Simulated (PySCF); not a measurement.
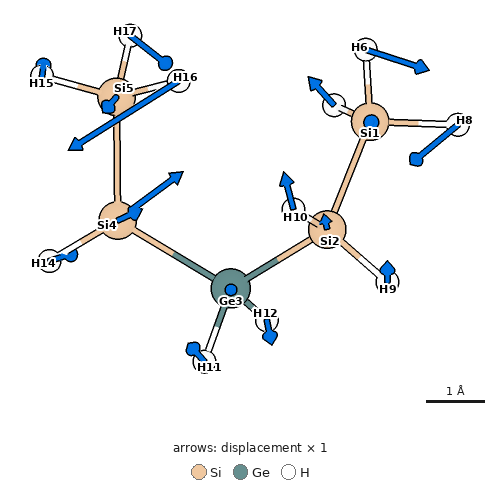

A relaxation of GeSi$_{4}$H$_{12}$. The starting structure is drawn; blue arrows show the displacements, at their true length. The two geometries are superimposed by the best rigid fit.

A ball-and-stick model, seen at a tilt.

The start comes from GFN2-xTB. Its atoms were then displaced at random by about 0.03 Å.

Computed with PBE0-D3(BJ)/def2-SVP geometry optimisation, gas phase in PySCF. 

What did the optimiser do to the structure, and how much energy did it gain?

An H atom moves most after the best rigid fit: 2.37 Å. Largest moves by element: H 2.37 Å, Si 0.60 Å, Ge 0.27 Å. Some distances before and after: H–Si 1.641 → 1.497 Å, Ge–H 1.430 → 1.542 Å, Si–Si 2.236 → 2.344 Å, H–Si 1.399 → 1.496 Å. Bond angles that change, for instance: Si–Ge–Si 120.0° → 107.3°, H–Si–H 100.6° → 109.0°, Si–Si–H 117.4° → 109.2°. Groups turn about Si–Si by about 60°, Si–Si by about 50°, Ge–Si by about 45°. Over 40 geometry steps the energy falls by 93.4 kJ/mol.
